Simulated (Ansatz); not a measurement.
## Electronic structure of BCl$_{2}$H···HCl in real space

```yaml
atoms:
  - { symbol: B, position_ang: [-0.0004, 0.2469, -0.0997] }
  - { symbol: H, position_ang: [0.0048, 0.2816, 1.0882] }
  - { symbol: Cl, position_ang: [1.5177, 0.3106, -0.9637] }
  - { symbol: Cl, position_ang: [-1.5283, 0.2442, -0.9481] }
  - { symbol: Cl, position_ang: [0.0749, -2.5662, 1.1248] }
  - { symbol: H, position_ang: [0.0603, -1.4408, 1.8181] }
```

Not at a stationary point (largest force 1.8 eV/Å).

Level of theory: RHF/def2-SVP in Ansatz 0.2.0.

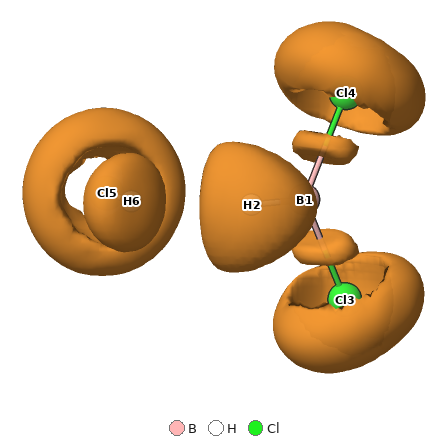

Figure 1. Isosurface of the electron localisation function at 0.85 (orange), seen across its widest extent. Only the valence region is drawn (cores and ρ < 0.01 e/Å³ removed).

Where are the electrons localised?

Answer. At this value the surface marks out two regions between bonded B–Cl atoms (shared pairs), two regions around hydrogen nuclei and three rings or bowls of non-bonding electrons around Cl. Profiles from the grid: H2···H6 (1.87 Å): the ELF dips to about 0.05 between them. B–Cl (1.75 Å): the ELF peaks at about 0.95 between the atoms (a shared but strongly polarised pair).

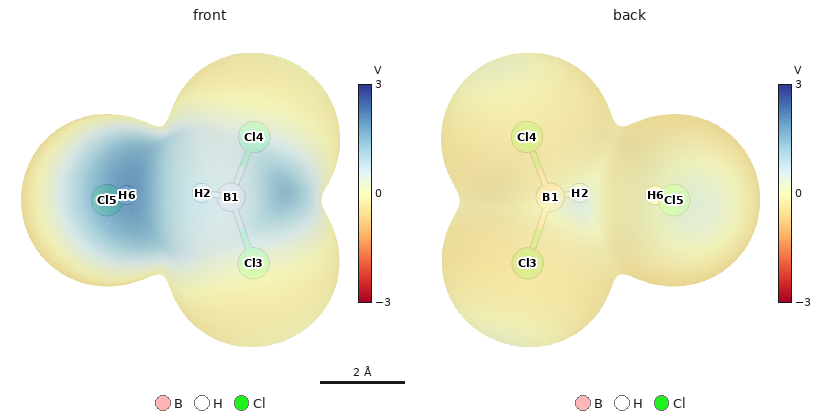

Figure 2. The electrostatic potential painted on the density surface at 0.001 e/bohr³, seen from the front and from behind; red is negative and blue positive.

Which sites attract a positive test charge, and which a negative one?

Answer. A positive charge is drawn to the negative regions and a negative charge to the positive ones. The most negative region (about −0.4 V, or −9 kcal/mol for a unit charge) lies over Cl3, Cl4 and Cl5, the most positive (about +2.1 V, or +48 kcal/mol for a unit charge) over H6. Cl5 shows a σ-hole: about +0.3 V at the tip opposite its bond, against about −0.3 V on its flanks.

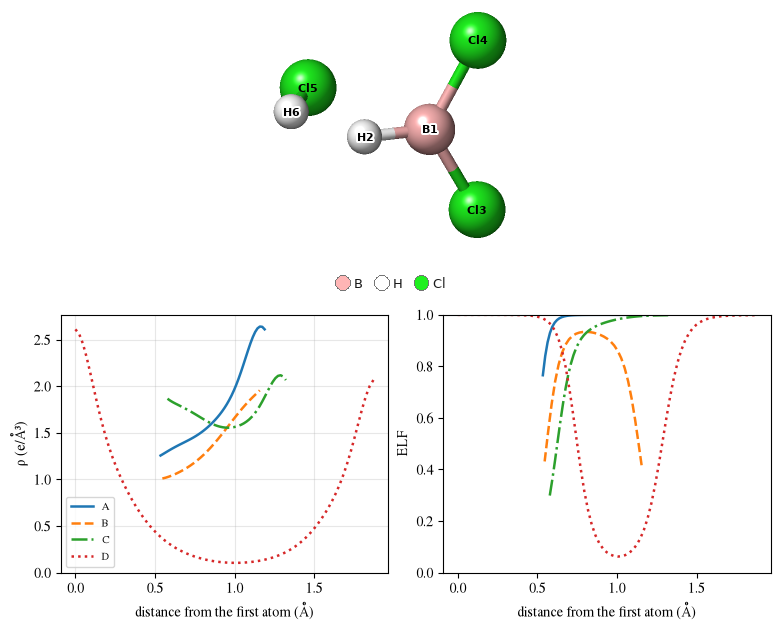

Figure 3. Total electron density and ELF along straight lines between neighbouring atoms. The curves leave out the atomic cores. The structure is drawn too.

Which curve belongs to which contact (B–Cl, B–H, Cl–H and H–H)? The first atom named is at distance zero.

Answer. Curve A: B–H (1.19 Å): ρ is about 1.3 e/Å³ halfway; the ELF climbs to about 1 towards the hydrogen, as it does in any bond to H; an ordinary covalent bond to hydrogen. Curve B: B–Cl (1.75 Å): ρ at the midpoint is about 1.4 e/Å³; the ELF peaks at about 0.95 between the atoms: a shared but strongly polarised pair. Curve C: Cl–H (1.32 Å): the density is about 1.8 e/Å³ at the midpoint; the ELF climbs to about 1 towards the hydrogen. Curve D: H2···H6 (1.87 Å): the density falls to about 0.1 e/Å³ on the way; the ELF dips to about 0.05 between them.
